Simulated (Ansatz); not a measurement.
```json
{"atom": "Al", "x (Å)": "0.3829", "y (Å)": "1.4200", "z (Å)": "-0.5680"}
{"atom": "Al", "x (Å)": "-0.8132", "y (Å)": "-1.7144", "z (Å)": "-1.0595"}
{"atom": "F", "x (Å)": "0.8363", "y (Å)": "2.2477", "z (Å)": "-1.9423"}
{"atom": "O", "x (Å)": "-0.2225", "y (Å)": "-0.1456", "z (Å)": "-0.7557"}
{"atom": "Si", "x (Å)": "0.6268", "y (Å)": "2.5155", "z (Å)": "1.5860"}
{"atom": "H", "x (Å)": "-0.1541", "y (Å)": "3.7921", "z (Å)": "1.6215"}
{"atom": "H", "x (Å)": "2.0625", "y (Å)": "2.8502", "z (Å)": "1.8471"}
{"atom": "H", "x (Å)": "0.1409", "y (Å)": "1.6354", "z (Å)": "2.6941"}
{"atom": "H", "x (Å)": "-2.3680", "y (Å)": "-1.8922", "z (Å)": "-1.3040"}
{"atom": "H", "x (Å)": "0.2215", "y (Å)": "-2.9139", "z (Å)": "-1.0616"}
```

Geometry: PBE0-D3(BJ)/def2-SVP.

Computed with isolated molecule in a Gaussian basis; Kohn-Sham density functional theory, functional PBE0 (Ansatz).

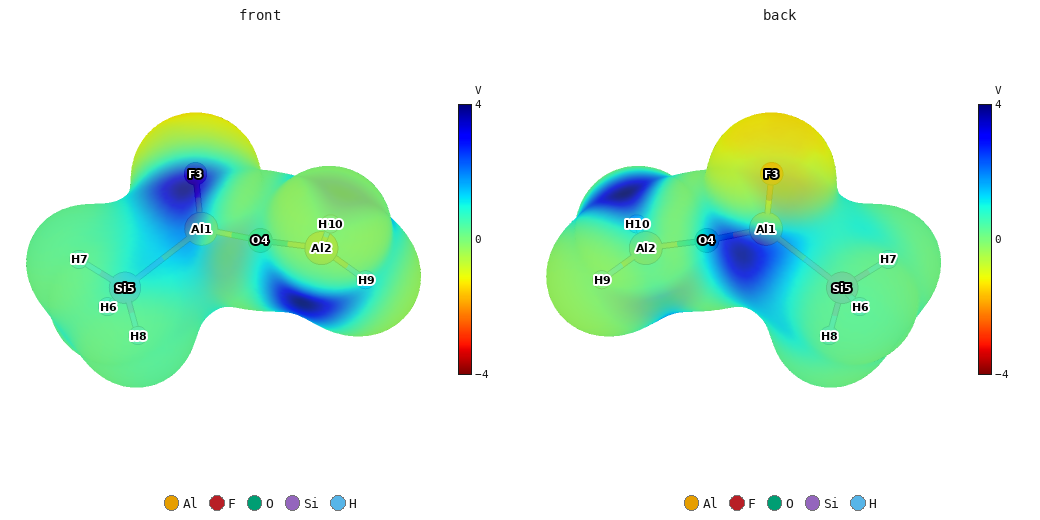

Al2FH5OSi. The electrostatic potential painted on the density surface at 0.002 e/bohr³, seen from the front and from behind; red is negative and blue positive.

Question: Which sites attract a positive test charge, and which a negative one?

Answer: A positive charge is drawn to the negative regions and a negative charge to the positive ones. The most negative region (about −1.3 V, or −30 kcal/mol for a unit charge) lies over F3, the most positive (about +3.8 V, or +88 kcal/mol for a unit charge) over Al2.
